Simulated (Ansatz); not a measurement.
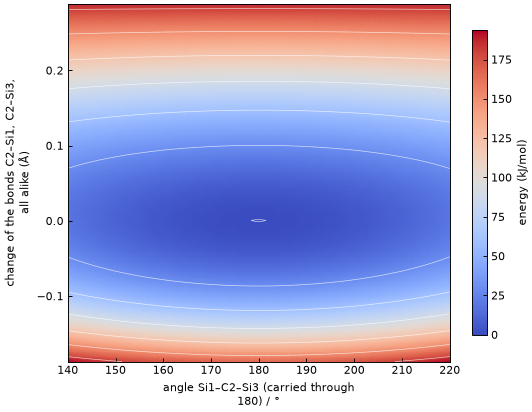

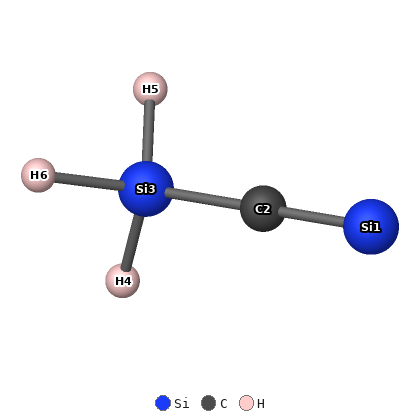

Energy landscape of CH3Si2, SMILES [Si-]#C[SiH3], charge −1. 
- The first coordinate is: angle Si1–C2–Si3 (carried through 180); the second: change of the bonds C2–Si1, C2–Si3, all alike.
- Nothing is relaxed (all other coordinates rigid).
- The scan uses an 11 × 11 grid.
- Points are written as (first, second).
- Energies: kJ/mol, counted from the lowest grid point.
- Level of theory: RKS BHLYP-D4/def2-TZVPD in Ansatz 0.2.0.

Drawn: a smooth colour map with a few white contour lines. Between grid points the surface is interpolated. The second picture is the structure at the lowest point.

Q: Where are the wells?

A: The lowest grid point is at (180°, 0.003 Å). It is the only kind of minimum in the scanned range. The highest grid point, (220°, −0.187 Å), lies 194 kJ/mol above the lowest.

Time for the 121 points that were run: 20 min on 1 thread of Arm Neoverse N1, with other jobs on the host.
